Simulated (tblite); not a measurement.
## Geometry relaxation of C$_{3}$H$_{11}$AsSi

The run: geometry relaxation of C$_{3}$H$_{11}$AsSi, SMILES CC[As](C)[SiH3]. Method and program: GFN2-xTB geometry optimisation, gas phase (tblite 0.8.0).

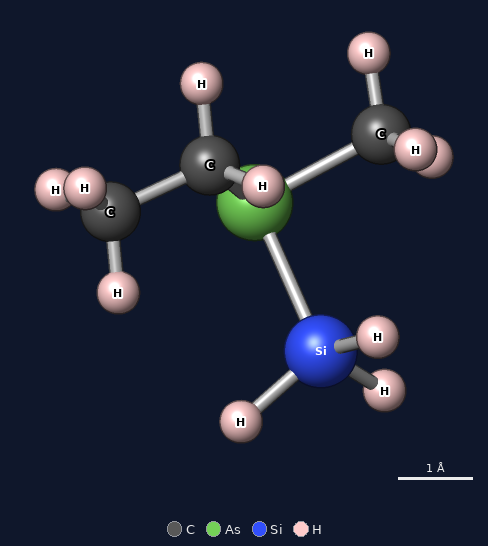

*The structure as given in the input (ball-and-stick view, seen at a tilt).*

Bond lengths as drawn: As–C 1.96 to 1.97 Å, As–Si 2.33 Å, C–C 1.53 Å, C–H 1.10 to 1.12 Å and H–Si 1.47 to 1.48 Å.

Input file
```
{"job": {"xc": "GFN2-xTB", "basis": "xTB", "kind": "relax"}, "charge": 0, "multiplicity": 1}
C      2.238700    -0.132700     0.467300
C      0.798500    -0.602500     0.684900
As    -0.184300    -0.641600    -1.012100
C     -1.890700    -1.155500    -0.163000
Si    -0.718600     1.628400    -0.955000
H      2.225300     0.906900     0.070800
H      2.786600    -0.143200     1.425500
H      2.750600    -0.792400    -0.250900
H      0.303100     0.053300     1.429100
H      0.821700    -1.637800     1.114300
H     -2.726800    -1.029800    -0.875200
H     -1.838000    -2.233900     0.143100
H     -2.086200    -0.544200     0.757700
H     -1.771500     1.906500    -1.947300
H      0.475800     2.425700    -1.292900
H     -1.191900     2.001700     0.392400
```

The first line tells a small driver script what to run in tblite; the rest is the geometry in Å.

Command:
```bash
OMP_NUM_THREADS=1 python <driver script> task.json out
```

The program's output
```
step      E/eV     max force
  0    -438.49643    0.958
  1    -438.55267    0.509
  2    -438.57475    0.219
  3    -438.57870    0.171
  4    -438.58475    0.140
  5    -438.58758    0.210
  6    -438.59340    0.239
  7    -438.59685    0.174
  8    -438.59926    0.107
  9    -438.60053    0.135
 10    -438.60156    0.121
 11    -438.60253    0.097
 12    -438.60349    0.088
 13    -438.60441    0.126
 14    -438.60536    0.137
 15    -438.60625    0.098
 16    -438.60692    0.079
 17    -438.60734    0.057
 18    -438.60767    0.069
 19    -438.60805    0.076
 20    -438.60848    0.075
 21    -438.60883    0.059
 22    -438.60908    0.039
 23    -438.60927    0.043
 24    -438.60947    0.042
 25    -438.60964    0.039
 26    -438.60978    0.023
 27    -438.60989    0.026
 28    -438.61001    0.035
 29    -438.61015    0.042
 30    -438.61026    0.028
 31    -438.61032    0.016
 32    -438.61036    0.020
 33    -438.61042    0.022
 34    -438.61047    0.026
 35    -438.61051    0.023
 36    -438.61054    0.014
 37    -438.61057    0.018
 38    -438.61061    0.017
 39    -438.61065    0.024
 40    -438.61069    0.025
 41    -438.61073    0.019
 42    -438.61078    0.025
 43    -438.61083    0.021
 44    -438.61089    0.024
 45    -438.61095    0.021
 46    -438.61100    0.021
 47    -438.61104    0.019
 48    -438.61108    0.016
 49    -438.61113    0.016
 50    -438.61119    0.027
 51    -438.61126    0.031
 52    -438.61132    0.022
 53    -438.61137    0.016
 54    -438.61141    0.017
 55    -438.61146    0.021
 56    -438.61151    0.021
 57    -438.61156    0.015
 58    -438.61160    0.018
 59    -438.61167    0.022
 60    -438.61175    0.030
 61    -438.61181    0.023
 62    -438.61185    0.013
 63    -438.61187    0.011
 64    -438.61189    0.011
 65    -438.61191    0.010
 66    -438.61192    0.009
 67    -438.61193    0.010
 68    -438.61195    0.014
 69    -438.61198    0.018
 70    -438.61204    0.023
 71    -438.61211    0.024
 72    -438.61218    0.024
 73    -438.61225    0.025
 74    -438.61233    0.027
 75    -438.61243    0.026
 76    -438.61252    0.024
 77    -438.61261    0.020
 78    -438.61269    0.025
 79    -438.61279    0.029
 80    -438.61287    0.021
 81    -438.61292    0.013
 82    -438.61295    0.010
 83    -438.61297    0.012
 84    -438.61299    0.012
 85    -438.61301    0.011
 86    -438.61302    0.010
 87    -438.61304    0.009
 88    -438.61306    0.011
 89    -438.61308    0.012
 90    -438.61311    0.017
 91    -438.61315    0.018
 92    -438.61320    0.017
 93    -438.61324    0.019
 94    -438.61328    0.019
 95    -438.61331    0.024
 96    -438.61335    0.022
 97    -438.61339    0.013
 98    -438.61342    0.011
 99    -438.61344    0.013
100    -438.61347    0.018
101    -438.61350    0.019
102    -438.61355    0.017
103    -438.61358    0.013
104    -438.61360    0.009
105    -438.61362    0.009
106    -438.61363    0.007
107    -438.61364    0.007
108    -438.61364    0.005
109    -438.61365    0.005
110    -438.61365    0.005
111    -438.61366    0.005
112    -438.61366    0.005
113    -438.61367    0.004
114    -438.61367    0.004
115    -438.61367    0.006
116    -438.61368    0.007
117    -438.61369    0.010
118    -438.61370    0.010
119    -438.61372    0.012
120    -438.61374    0.013
121    -438.61377    0.012
122    -438.61379    0.014
123    -438.61381    0.013
124    -438.61383    0.008
125    -438.61383    0.005
126    -438.61384    0.005
127    -438.61384    0.006
128    -438.61385    0.006
129    -438.61385    0.005
130    -438.61386    0.003
131    -438.61386    0.003
132    -438.61386    0.004
133    -438.61386    0.004
134    -438.61386    0.003
135    -438.61386    0.002
```

Trajectory as extended XYZ (Å, eV, eV/Å), 7 of the 12 frames kept, from step=0 to step=135
```
16
Properties=species:S:1:pos:R:3:forces:R:3 step=0 energy=-438.49643
C     2.2387   -0.1327    0.4673   -0.0110   0.3310   0.1710
C     0.7985   -0.6025    0.6849    0.4450  -0.4230   0.6180
As   -0.1843   -0.6416   -1.0121   -0.3840   0.1680  -0.0050
C    -1.8907   -1.1555   -0.1630   -0.3710  -0.4020   0.5080
Si   -0.7186    1.6284   -0.9550    0.1530  -0.1200  -0.2450
H     2.2253    0.9069    0.0708    0.1670  -0.6600   0.2120
H     2.7866   -0.1432    1.4255   -0.0870   0.0540  -0.4600
H     2.7506   -0.7924   -0.2509   -0.1320   0.2970   0.2480
H     0.3031    0.0533    1.4291    0.1590  -0.3300  -0.2850
H     0.8217   -1.6378    1.1143   -0.0620   0.6460  -0.2180
H    -2.7268   -1.0298   -0.8752    0.3110  -0.1110   0.4320
H    -1.8380   -2.2339    0.1431   -0.1750   0.8330  -0.2390
H    -2.0862   -0.5442    0.7577    0.0870  -0.5340  -0.7900
H    -1.7715    1.9065   -1.9473    0.0610   0.0940   0.1260
H     0.4758    2.4257   -1.2929   -0.1760   0.0600   0.0580
H    -1.1919    2.0017    0.3924    0.0150   0.0960  -0.1290
16
Properties=species:S:1:pos:R:3:forces:R:3 step=24 energy=-438.60947
C     2.2648   -0.1319    0.4896    0.0040   0.0000  -0.0010
C     0.8395   -0.6263    0.7066    0.0350   0.0110   0.0210
As   -0.2279   -0.6284   -0.9735   -0.0110   0.0110  -0.0370
C    -1.9344   -1.1935   -0.1469    0.0040   0.0010  -0.0050
Si   -0.7186    1.6484   -0.9860    0.0030   0.0080  -0.0060
H     2.2663    0.8861    0.0976   -0.0190  -0.0140   0.0110
H     2.8279   -0.1370    1.4238   -0.0110  -0.0110  -0.0200
H     2.7843   -0.7699   -0.2271   -0.0160   0.0070   0.0110
H     0.3421   -0.0111    1.4624   -0.0130  -0.0020   0.0100
H     0.8647   -1.6511    1.0920    0.0110  -0.0080   0.0060
H    -2.7539   -1.0662   -0.8541    0.0000  -0.0050  -0.0030
H    -1.8870   -2.2490    0.1237   -0.0020  -0.0120   0.0000
H    -2.1607   -0.6192    0.7509    0.0180   0.0090   0.0090
H    -1.7674    1.9680   -1.9621   -0.0150  -0.0140   0.0050
H     0.4458    2.4713   -1.3351    0.0150  -0.0020   0.0030
H    -1.1932    2.1186    0.3266   -0.0020   0.0210  -0.0050
16
Properties=species:S:1:pos:R:3:forces:R:3 step=49 energy=-438.61113
C     2.2560   -0.1299    0.4982   -0.0030   0.0020   0.0000
C     0.8361   -0.6383    0.7128    0.0090   0.0090  -0.0080
As   -0.2271   -0.6202   -0.9724    0.0120  -0.0050   0.0010
C    -1.9277   -1.1946   -0.1434   -0.0090   0.0030   0.0020
Si   -0.7130    1.6589   -0.9936   -0.0010  -0.0090  -0.0020
H     2.2434    0.8994    0.1383    0.0040  -0.0040   0.0060
H     2.8314   -0.1614    1.4239   -0.0100  -0.0060  -0.0070
H     2.7682   -0.7424   -0.2453   -0.0010   0.0090   0.0100
H     0.3317   -0.0379    1.4766    0.0060  -0.0140   0.0000
H     0.8691   -1.6696    1.0816    0.0030   0.0150  -0.0030
H    -2.7548   -1.0579   -0.8391   -0.0080   0.0000  -0.0090
H    -1.8785   -2.2535    0.1142    0.0000  -0.0050  -0.0040
H    -2.1414   -0.6314    0.7645    0.0010   0.0100   0.0100
H    -1.7755    1.9489   -1.9652   -0.0050   0.0030   0.0070
H     0.4487    2.4737   -1.3728    0.0000  -0.0110   0.0010
H    -1.1744    2.1651    0.3103    0.0020   0.0010  -0.0040
16
Properties=species:S:1:pos:R:3:forces:R:3 step=73 energy=-438.61225
C     2.2466   -0.1100    0.5120    0.0000   0.0040   0.0080
C     0.8387   -0.6563    0.7082   -0.0080  -0.0020  -0.0040
As   -0.2266   -0.6361   -0.9754   -0.0080   0.0020   0.0060
C    -1.9341   -1.1859   -0.1416   -0.0090  -0.0100   0.0060
Si   -0.6993    1.6448   -1.0074    0.0000   0.0020  -0.0010
H     2.2117    0.9368    0.2104    0.0010   0.0070  -0.0050
H     2.8242   -0.1814    1.4331    0.0130   0.0070   0.0160
H     2.7724   -0.6683   -0.2635   -0.0200  -0.0150  -0.0050
H     0.3205   -0.0826    1.4832   -0.0050  -0.0070  -0.0050
H     0.8926   -1.6929    1.0592    0.0150   0.0070  -0.0080
H    -2.7630   -1.0276   -0.8313    0.0060   0.0090  -0.0030
H    -1.9057   -2.2482    0.1053    0.0060  -0.0020   0.0030
H    -2.1309   -0.6270    0.7733    0.0010   0.0010  -0.0100
H    -1.8022    1.9280   -1.9358    0.0100   0.0020   0.0050
H     0.4548    2.4406   -1.4464   -0.0130  -0.0030   0.0020
H    -1.1072    2.1748    0.3052    0.0110  -0.0010  -0.0050
16
Properties=species:S:1:pos:R:3:forces:R:3 step=85 energy=-438.61301
C     2.2326   -0.0867    0.5216   -0.0020  -0.0020   0.0030
C     0.8417   -0.6775    0.7110   -0.0040  -0.0010  -0.0010
As   -0.2253   -0.6539   -0.9710    0.0030   0.0040  -0.0100
C    -1.9444   -1.1784   -0.1451    0.0000  -0.0030   0.0010
Si   -0.6781    1.6305   -1.0103   -0.0010  -0.0020  -0.0010
H     2.1688    0.9648    0.2416   -0.0040   0.0030  -0.0040
H     2.8186   -0.1614    1.4376    0.0000   0.0020   0.0070
H     2.7656   -0.6166   -0.2687    0.0020  -0.0020  -0.0030
H     0.3061   -0.1367    1.4973    0.0020   0.0020   0.0030
H     0.9314   -1.7184    1.0406   -0.0030  -0.0010   0.0000
H    -2.7640   -1.0052   -0.8423   -0.0020  -0.0020  -0.0010
H    -1.9359   -2.2405    0.1030    0.0050  -0.0050   0.0040
H    -2.1390   -0.6142    0.7666    0.0000   0.0020   0.0020
H    -1.8185    1.9057   -1.8942   -0.0010   0.0080   0.0040
H     0.4560    2.4169   -1.5108    0.0030  -0.0020  -0.0030
H    -1.0234    2.1804    0.3116    0.0020   0.0000   0.0010
16
Properties=species:S:1:pos:R:3:forces:R:3 step=110 energy=-438.61365
C     2.2158   -0.0722    0.5286   -0.0020  -0.0020   0.0030
C     0.8345   -0.6891    0.7030   -0.0040  -0.0010  -0.0020
As   -0.2304   -0.6594   -0.9805    0.0020  -0.0010   0.0020
C    -1.9463   -1.1838   -0.1472    0.0020   0.0010  -0.0010
Si   -0.6602    1.6300   -1.0121   -0.0030   0.0010   0.0000
H     2.1339    0.9782    0.2488    0.0020   0.0010   0.0000
H     2.7925   -0.1364    1.4513    0.0030   0.0000   0.0030
H     2.7678   -0.5908   -0.2561   -0.0010  -0.0010  -0.0030
H     0.2865   -0.1669    1.4935    0.0040   0.0010   0.0010
H     0.9396   -1.7325    1.0200   -0.0010   0.0020   0.0000
H    -2.7690   -1.0284   -0.8449    0.0020  -0.0030  -0.0010
H    -1.9262   -2.2422    0.1166   -0.0020   0.0040   0.0010
H    -2.1441   -0.6081    0.7569   -0.0010  -0.0020  -0.0020
H    -1.8353    1.9276   -1.8416    0.0000  -0.0010   0.0020
H     0.4651    2.3910   -1.5696   -0.0020   0.0010  -0.0020
H    -0.9318    2.1919    0.3219    0.0010   0.0000   0.0000
16
Properties=species:S:1:pos:R:3:forces:R:3 step=135 energy=-438.61386
C     2.2165   -0.0748    0.5333    0.0010   0.0000   0.0010
C     0.8326   -0.6862    0.7070    0.0000   0.0000   0.0010
As   -0.2264   -0.6563   -0.9799    0.0000   0.0000   0.0000
C    -1.9454   -1.1853   -0.1560    0.0010   0.0000  -0.0010
Si   -0.6599    1.6325   -1.0102    0.0010   0.0020  -0.0010
H     2.1393    0.9771    0.2572   -0.0010   0.0000  -0.0010
H     2.7944   -0.1448    1.4549    0.0010  -0.0010   0.0010
H     2.7648   -0.5930   -0.2545    0.0000   0.0000   0.0020
H     0.2858   -0.1607    1.4960   -0.0010   0.0010  -0.0010
H     0.9334   -1.7294    1.0262    0.0000  -0.0010  -0.0010
H    -2.7617   -1.0493   -0.8653    0.0000   0.0020   0.0010
H    -1.9175   -2.2395    0.1233    0.0000   0.0000   0.0000
H    -2.1596   -0.5990    0.7372    0.0000   0.0000   0.0000
H    -1.8603    1.9264   -1.8036   -0.0010  -0.0010  -0.0010
H     0.4479    2.3907   -1.6057   -0.0020   0.0000   0.0000
H    -0.8914    2.2006    0.3287    0.0010  -0.0010   0.0010
```

Results in brief

```tsv
quantity	value
outcome	converged
total energy	−438.6139 eV
hardware	1 CPU thread, shared host
wall time	1.2 s
peak memory	0.18 GiB
```
